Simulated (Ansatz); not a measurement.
# Ni4N: bonding charge in real space

Aim: see in Ni4N how the density differs from that of free atoms, which states sit where and how the density follows a moved atom. The geometry is as listed and is not relaxed.

Program: Ansatz 0.2.0. Level of theory: DFT LDA, scalar-relativistic, plane waves, PAW. These are calculated values, not measurements.

## (1) Starting point

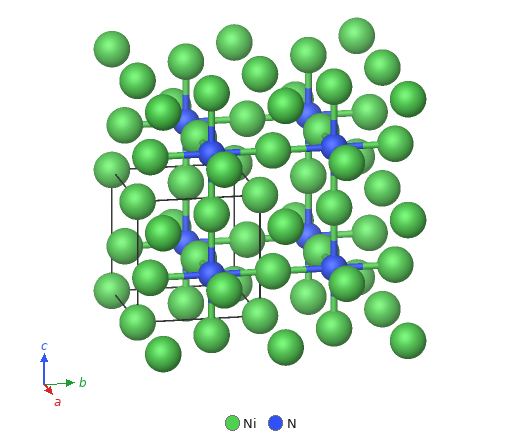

Start, viewed slightly off an axis; nickel green, nitrogen blue. 2×2×2 cells are drawn. Atoms on the faces are drawn again on the opposite ones.

As a file:

```
CELL_PARAMETERS angstrom
3.71514 0.00000 0.00000
0.00000 3.71514 0.00000
0.00000 0.00000 3.71514
ATOMIC_POSITIONS crystal
Ni 0.00000 0.00000 0.00000
Ni 0.50000 0.50000 0.00000
Ni 0.50000 0.00000 0.50000
Ni 0.00000 0.50000 0.50000
N 0.50000 0.50000 0.50000
```

The structure comes from the Materials Project (structure only).

## (2) Ground state at the listed geometry

Contents of input.yaml:

```yaml
crystal:
  lattice:
    - [3.715139, 0.0, 0.0]
    - [0.0, 3.715139, 0.0]
    - [0.0, 0.0, 3.715139]
  atoms:
    - { symbol: Ni, position: [0.0, 0.0, 0.0], spin: 2.0 }
    - { symbol: Ni, position: [0.5, 0.5, 0.0] }
    - { symbol: Ni, position: [0.5, 0.0, 0.5] }
    - { symbol: Ni, position: [0.0, 0.5, 0.5] }
    - { symbol: "N", position: [0.5, 0.5, 0.5] }
magnetization:
  spin_polarized: true
basis:
  ecutwfc: 420
  fft_grid_basis: typed
kpoints:
  mp_grid: { grid: [8, 8, 8] }
hamiltonian:
  xc: lda
scf:
  occupations: { method: gaussian, width: 0.05 }
output:
  forces: true
  stress: true
  eigenvalues: true
  bader: true
  write_density: true
  volumetric_format: npy
  populations: true
  elf: true
```

The run is started by

```console
$ ansatz run input.yaml --threads 2 --pin off --max-ram 4096MiB --backend cpu --events-out ev --progress --plain --runs-dir out
```

Standard output (excerpt; [...] marks lines left out):

```text
Warning: RAYON_NUM_THREADS=2 ignored (pool sized by the plan → 2); use --threads N
[...]
Pseudopotentials: kind: paw
Pseudopotential: Ni, paw, valence charge 18, recommended cutoff 420 eV (normal), Ni.paw.azcp
Pseudopotential: N, paw, valence charge 5, recommended cutoff 420 eV (normal), N.paw.azcp
Functional definition: SPW92
[...]
Crystal: 5 atoms, lattice volume = 51.277 Å³
Basis set: ecut = 420 eV, 1021 PW (Γ)
Bands: 48, of which v1, the nominal top of the filled ones, is band 39 counted from 1 (38 counted from 0)
Symmetry: 48 space group operations
Space group: Pm-3m (ITA 221), of the structure as read, at distance tolerance 3.7e-5 Å
Magnetic group: BNS 221.92 (UNI 1594), of the structure as read, at distance tolerance 3.7e-5 Å
k-points: 35 of 512
[...]
Starting moments: Σ|m| = 2 μB on 1 of 5 sites
[...]
SCF iter   1: F=—  HF=-23461.126142 eV  |F-HF|=—  |Δ(HF+E_count)|=         —  Δρ=1.39e-1 (↑7.91e-2 ↓1.39e-1)  dr2=2.93e0  dr2_m=4.93e0  M=1.912 μB ∫|m|=1.974 μB  β_m=0.30  ethr=3.10e-3  ⟨swp⟩=5.7  Hψ=10624  notcnv=0  defer=23
[...]
spin=Collinear: Kerker preconditioning applied to the charge; magnetization (m = ρ↑ − ρ↓) channel mixes plain (no charge-response kernel on spin).
[...]
SCF iter  14: F=-23467.095526 eV  HF=-23467.095526 eV  |F-HF|=3.60e-10  |Δ(HF+E_count)|=   4.77e-9  Δρ=8.59e-7 (↑8.59e-7 ↓8.02e-7)  dr2=5.37e-10  dr2_m=1.03e-10  M=1.456 μB ∫|m|=1.514 μB  ethr=3.79e-11  ⟨swp⟩=7.6  Hψ=13446  notcnv=0
[...]
Spin contamination: 0.0177 ħ² per cell (⟨S²⟩ above its minimum at these occupations)
Per-site moments (μB) at R_I (Å): [(0.6295116705443875, 1.0836374917296263), (0.26021653549695506, 0.76624741875), (0.26021653549695534, 0.76624741875), (0.26021653549695495, 0.76624741875), (0.03108811413938086, 0.76624741875)]
Free energy (F): -23467.095526 eV
[...]
E sigma→0 (E₀):  -23467.091150 eV
Entropy (-TS):   -0.008752 eV (-1.750 meV/atom)
Fermi energy:    16.310794 eV
[...]
--- Forces (eV/Å), atoms counted from 1 ---
  atom   1  Ni    -0.00000000     0.00000000    -0.00000000
  atom   2  Ni     0.00000000     0.00000000     0.00000000
  atom   3  Ni     0.00000000    -0.00000000    -0.00000000
  atom   4  Ni     0.00000000     0.00000000     0.00000000
  atom   5  N      0.00000000    -0.00000000     0.00000000
[...]
--- Stress (GPa, compression-positive) ---
      -14.718450       0.000000       0.000000
        0.000000     -14.718450       0.000000
        0.000000      -0.000000     -14.718450
  P = ⅓ Tr σ = -14.7185 GPa (-147.185 kbar)
--- Band table (eV; the first three rows and the last of 70) ---
[...]
--- Löwdin populations: 5 sites ---
  site symbol       q [e]    m [muB]
     0     Ni     17.7802     0.6189
     1     Ni     17.5377     0.2675
     2     Ni     17.5377     0.2675
     3     Ni     17.5377     0.2675
     4      N      5.8014     0.0592
  spilling = 0.010458 (of n_electrons = 77.000000)
--- Bader charges: 5 sites ---
  site symbol  charge [e]  shift [e]    m [muB]
     0     Ni      0.0008     0.0002     0.6241
     1     Ni      0.3681     0.0065     0.2663
     2     Ni      0.3681     0.0065     0.2663
     3     Ni      0.3681     0.0065     0.2663
     4      N     -1.1050     0.0192     0.0330
  estimated error of the sums over rays = 2.2e-4 e
```

Run time: 36 s. Hardware: 2 threads of Arm Neoverse V1, shared host; peak memory 0.49 GiB.

## (3) Density, ELF and deformation density

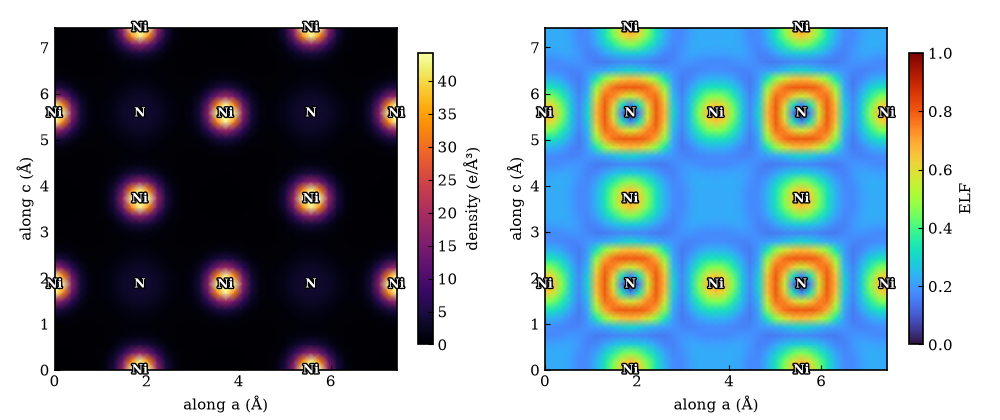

Density (left) and ELF (right) in a lattice plane of the grid's cell (edges 3.72 and 3.72 Å, at 0.500 of the third edge), which holds Ni and N. Only atoms in the plane are labelled; the density scale stops at 44.22 e/Å³. Both are smooth fields of the valence electrons: close to the nuclei they are not physical.

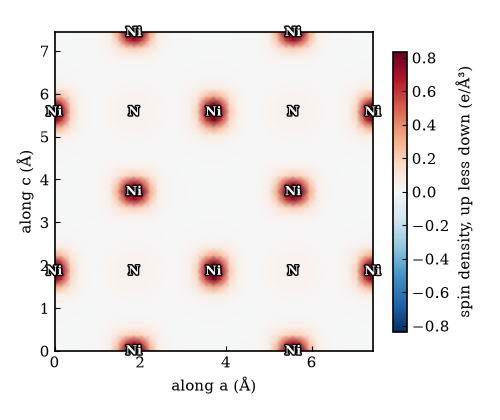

Spin density in a lattice plane of the grid's cell (edges 3.72 and 3.72 Å, at 0.500 of the third edge), which holds Ni and N.

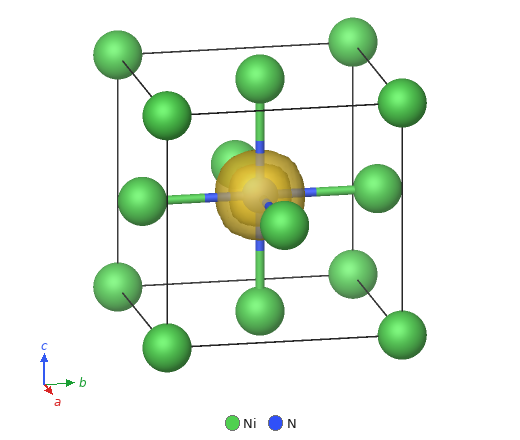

Surface of ELF = 0.74, drawn in one cell.

Maxima of ELF outside the ion cores: 0.80 in the shell around N, 0.6 Å from N.

The reference for the deformation density is the superposition of neutral spherical atoms (taken from a run stopped after its first cycle, not shown).

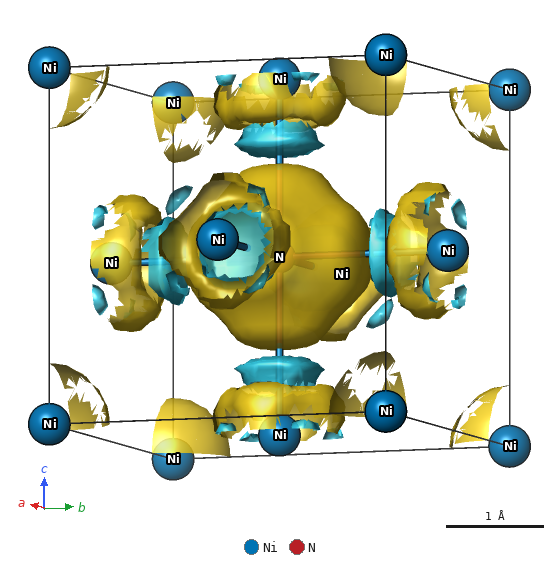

Deformation density (self-consistent density less superposed neutral spherical atoms): yellow surfaces at +0.03 and cyan ones at −0.03 e/Å³, in the conventional cell seen at an oblique angle (the regions close to the nuclei are left out).

*What does the deformation density say about the bonding?*

N–Ni (1.86 Å): Δρ is +0.05 e/Å³ at the midpoint. Outside the cores the largest gain is 0.12 e/Å³, at the edge of the N core regions, and the largest loss 0.03 e/Å³, at the edge of the Ni core regions. The rearranged charge, half the integral of |Δρ|, is about 0.14 e an atom. Bader charges: Ni 0.00 to +0.37 and N −1.10 e.

*Metal or insulator at this level?*

It is metallic at this level of theory.

## (4) Densities by energy window

The windows are set from the levels of the base run, in eV from its Fermi level.

Contents of input.yaml:

```yaml
crystal:
  lattice:
    - [3.715139, 0.0, 0.0]
    - [0.0, 3.715139, 0.0]
    - [0.0, 0.0, 3.715139]
  atoms:
    - { symbol: Ni, position: [0.0, 0.0, 0.0], spin: 0.63 }
    - { symbol: Ni, position: [0.5, 0.5, 0.0], spin: 0.26 }
    - { symbol: Ni, position: [0.5, 0.0, 0.5], spin: 0.26 }
    - { symbol: Ni, position: [0.0, 0.5, 0.5], spin: 0.26 }
    - { symbol: "N", position: [0.5, 0.5, 0.5], spin: 0.03 }
magnetization:
  spin_polarized: true
basis:
  ecutwfc: 420
  fft_grid_basis: typed
kpoints:
  mp_grid: { grid: [8, 8, 8] }
hamiltonian:
  xc: lda
scf:
  occupations: { method: gaussian, width: 0.05 }
  n_extra_bands: 8
output:
  forces: true
  stress: false
  eigenvalues: true
  bader: false
  write_density: false
  volumetric_format: npy
  populations: true
  band_densities:
    - { e_range: [-0.25, 0.25] }
    - { e_range: [-1.2, 0.0] }
    - { e_range: [0.0, 1.2] }
    - { e_range: [-8.35, -5.56] }
    - { e_range: [-5.56, -2.78] }
    - { e_range: [-17.43, -15.64] }
  dos:
    e_range: [-30, 8]
    de: 0.02
    method: { smearing: { sigma: 0.03, scheme: gaussian } }
    projected: { site_lists: { "N": ["N"], Ni: [Ni] } }
checkpoint:
  read: start.run
  write: ck
  compress: false
  write_wavefunctions: false
  write_every: 100000
```

The run is started by

```console
$ ansatz run input.yaml --threads 2 --pin off --max-ram 4096MiB --backend cpu --events-out ev --progress --plain --runs-dir out
```

Standard output (excerpt; [...] marks lines left out):

```text
Warning: the band count 47 (scf.n_extra_bands) hosts the net moment |M| = 1.4400 μB (N_el = 77) but caps the reachable moment at 2·n_bands − N_el = 17.0000 μB, below the 48 bands that the automatic rule leaves for it — a moment growing past the seed, or the majority channel's smearing [...]
Warning: checkpoint.read: spin seed differs: saved 274d8429af37…, current c2cfc973621d…; the loaded state replaces the seed-built initial guess (but the starting_ns of a DFT+U solve that opens without the state's occupation matrices), so the run may converge into the producing seed's [...]
Warning: RAYON_NUM_THREADS=2 ignored (pool sized by the plan → 2); use --threads N
scf.n_extra_bands = 8 over 39 filled bands (N_el = 77.0): the run solves 47 bands
[...]
[... 4 set-up lines as earlier in the session ...]
[...]
Crystal: 5 atoms, lattice volume = 51.277 Å³
Basis set: ecut = 420 eV, 1021 PW (Γ)
Bands: 47, of which v1, the nominal top of the filled ones, is band 39 counted from 1 (38 counted from 0)
[...]
Fermi energy:    16.310797 eV
[...]
--- Forces (eV/Å), atoms counted from 1 ---
  atom   1  Ni    -0.00000000     0.00000000     0.00000000
  atom   2  Ni     0.00000000    -0.00000000     0.00000000
  atom   3  Ni     0.00000000     0.00000000    -0.00000000
  atom   4  Ni     0.00000000    -0.00000000     0.00000000
  atom   5  N      0.00000000     0.00000000    -0.00000000
[...]
--- Band table (eV; the first three rows and the last of 70) ---
[...]
--- Löwdin populations: 5 sites ---
  site symbol       q [e]    m [muB]
     0     Ni     17.7802     0.6189
     1     Ni     17.5377     0.2675
     2     Ni     17.5377     0.2675
     3     Ni     17.5377     0.2675
     4      N      5.8014     0.0592
  spilling = 0.010458 (of n_electrons = 77.000000)
--- Band densities, each state counted as filled ---
  window                                       electrons  max residual (eV)  cut levels
  e_range: [-0.25, 0.25]             1.107422 + 3.103516             4.7e-4           0
  e_range: [-1.2, 0]                 7.433594 + 6.759766             4.9e-6           0
  e_range: [0, 1.2]                  0.859375 + 2.148438             5.0e-4           0
  e_range: [-8.35, -5.56]            2.960938 + 2.937500             3.2e-6           0
  e_range: [-5.56, -2.78]            5.148438 + 3.968750             4.7e-6           0
  e_range: [-17.43, -15.64]          1.000000 + 1.000000             3.2e-6           0
```

It took 6.1 s on 2 threads of Arm Neoverse V1, shared host; peak memory 0.46 GiB.

```
window (eV from the Fermi level)                                        what it holds  electrons a cell                       main Löwdin character
               −17.4 to −15.6 eV  a separate group of bands (semicore or deep states)              2.00  N 2s (70 %), Ni 4s (20 %) and Ni 3d (10 %)
                 −8.3 to −5.6 eV         the lower third of the occupied valence band              5.90  N 2p (60 %), Ni 3d (25 %) and Ni 4s (15 %)
                 −5.6 to −2.8 eV        the middle third of the occupied valence band              9.12               Ni 3d (80 %) and Ni 4s (15 %)
                  −1.2 to 0.0 eV         the filled states just under the Fermi level             14.19                                Ni 3d (95 %)
               −0.25 to +0.25 eV                        the states at the Fermi level              4.21                                Ni 3d (90 %)
                  0.0 to +1.2 eV           the empty states just over the Fermi level              3.01                Ni 3d (80 %) and N 2p (10 %)
```

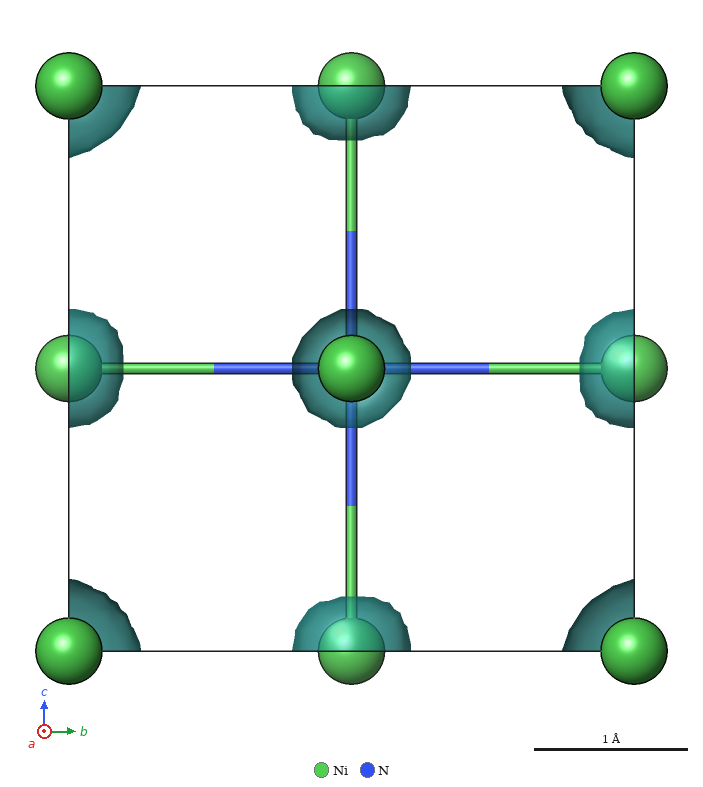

Density of the Kohn–Sham states from −0.25 to +0.25 eV about the Fermi level (the states at the Fermi level), scaled to one electron a cell: teal surface at 0.2 1/Å³, in the conventional cell seen along the a axis.

*Describe these states.*

Löwdin projections on the PAW files' atomic orbitals give Ni 3d (90 %).
In space (atomic cells sized by Bader volumes) the density divides as Ni about 95 % and N little.
It nearly vanishes midway along N–Ni contacts.
Its net spin polarisation is −47 % (up less down).
The states are tightly held on the atoms.

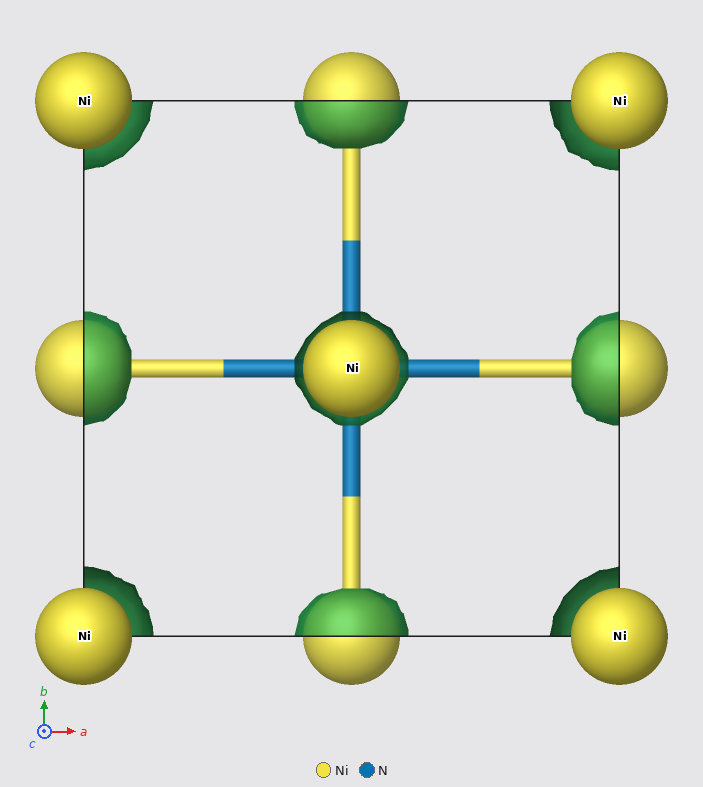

Density of the Kohn–Sham states from −1.2 to 0.0 eV about the Fermi level (the filled states just under the Fermi level), scaled to one electron a cell: green surface at 0.2 1/Å³, in the conventional cell seen along the c axis.

*Describe these states.*

- Projected on a minimal set of atomic orbitals (Löwdin), they are Ni 3d (95 %).
- In space (atomic cells sized by Bader volumes) the density divides as Ni over 95 % and N little.
- It nearly vanishes midway along N–Ni contacts.
- Its net spin polarisation is +5 % (up less down).
- The states are tightly held on the atoms.

## (5) Moving Ni1 by 0.10 Å

The shift is (-0.037, 0.049, 0.079) Å; all periodic copies of the atom move with it.

Contents of input.yaml:

```yaml
crystal:
  lattice:
    - [3.715139, 0.0, 0.0]
    - [0.0, 3.715139, 0.0]
    - [0.0, 0.0, 3.715139]
  atoms:
    - { symbol: Ni, position: [-0.0098694954, 0.0133095973, 0.0212124214], spin: 0.63 }
    - { symbol: Ni, position: [0.5, 0.5, 0.0], spin: 0.26 }
    - { symbol: Ni, position: [0.5, 0.0, 0.5], spin: 0.26 }
    - { symbol: Ni, position: [0.0, 0.5, 0.5], spin: 0.26 }
    - { symbol: "N", position: [0.5, 0.5, 0.5], spin: 0.03 }
magnetization:
  spin_polarized: true
basis:
  ecutwfc: 420
  fft_grid_basis: typed
kpoints:
  mp_grid: { grid: [8, 8, 8] }
hamiltonian:
  xc: lda
scf:
  occupations: { method: gaussian, width: 0.05 }
output:
  forces: true
  stress: true
  eigenvalues: true
  bader: true
  write_density: true
  volumetric_format: npy
  populations: true
```

The run is started by

```console
$ ansatz run input.yaml --threads 2 --pin off --max-ram 4096MiB --backend cpu --events-out ev --progress --plain --runs-dir out
```

Standard output (excerpt; [...] marks lines left out):

```text
Warning: RAYON_NUM_THREADS=2 ignored (pool sized by the plan → 2); use --threads N
[...]
[... 4 set-up lines as earlier in the session ...]
[...]
Crystal: 5 atoms, lattice volume = 51.277 Å³
Basis set: ecut = 420 eV, 1021 PW (Γ)
Bands: 48, of which v1, the nominal top of the filled ones, is band 39 counted from 1 (38 counted from 0)
Symmetry: 1 space group operations
Space group: P1 (ITA 1), of the structure as read, at distance tolerance 3.7e-5 Å
Magnetic group: BNS 1.1 (UNI 1), of the structure as read, at distance tolerance 3.7e-5 Å
k-points: 260 of 512 (time reversal used)
[...]
Starting moments: Σ|m| = 1.44 μB on 5 of 5 sites
[...]
  atom   4  Ni     0.01648308     0.07464604     0.11518423
  atom   5  N     -0.04034751     0.05436199     0.08637466
[...]
--- Stress (GPa, compression-positive) ---
      -14.389791      -0.079789      -0.129830
       -0.079789     -14.393275       0.176157
       -0.129830       0.176157     -14.408285
  P = ⅓ Tr σ = -14.3971 GPa (-143.971 kbar)
--- Band table (eV; the first three rows and the last of 520) ---
[...]
--- Löwdin populations: 5 sites ---
  site symbol       q [e]    m [muB]
     0     Ni     17.7794     0.6225
     1     Ni     17.5382     0.2657
     2     Ni     17.5379     0.2674
     3     Ni     17.5378     0.2680
     4      N      5.8020     0.0582
  spilling = 0.010450 (of n_electrons = 77.000000)
--- Bader charges: 5 sites ---
  site symbol  charge [e]  shift [e]    m [muB]
     0     Ni      0.0011     0.0002     0.6275
     1     Ni      0.3679     0.0065     0.2645
     2     Ni      0.3681     0.0065     0.2663
     3     Ni      0.3681     0.0065     0.2668
     4      N     -1.1052     0.0192     0.0322
  estimated error of the sums over rays = 4.9e-4 e
```

Run time: 3.3 min. Hardware: 2 threads of Arm Neoverse V1, shared host; peak memory 1.1 GiB.

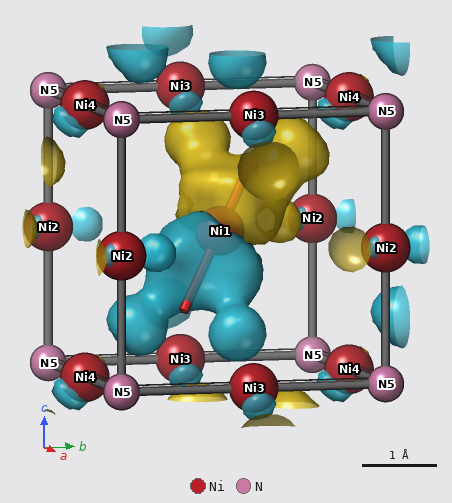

Ni1 was moved by 0.10 Å roughly along [−1 1 2] (arrow, not to scale). Change of the density less the rigid motion of the neutral atom's own density: yellow surfaces at +0.005 and cyan ones at −0.005 e/Å³, in the cell of the calculation (origin moved) seen slightly off an axis.

*Describe the electronic response.*

About 0.05 e is rearranged in the cell. The largest gain outside the cores, 0.01 e/Å³, lies at the edge of the Ni core regions, and the largest loss, 0.01 e/Å³, at the edge of the Ni core regions.

*How strongly is the atom pulled back?*

The force on it changes by 0.36 eV/Å along the move, against it: a stiffness of about 3.6 eV/Å² for this sublattice shift.

## (6) Results

```
                          quantity                         value
                   gap on the mesh                  none (metal)
                          pressure                     -14.7 GPa
                     Bader charges  Ni +0.00 to +0.37, N -1.10 e
                            moment                  1.46 μB/cell
     the states at the Fermi level                  Ni 3d (90 %)
stiffness against the shift of Ni1                     3.6 eV/Å²
```
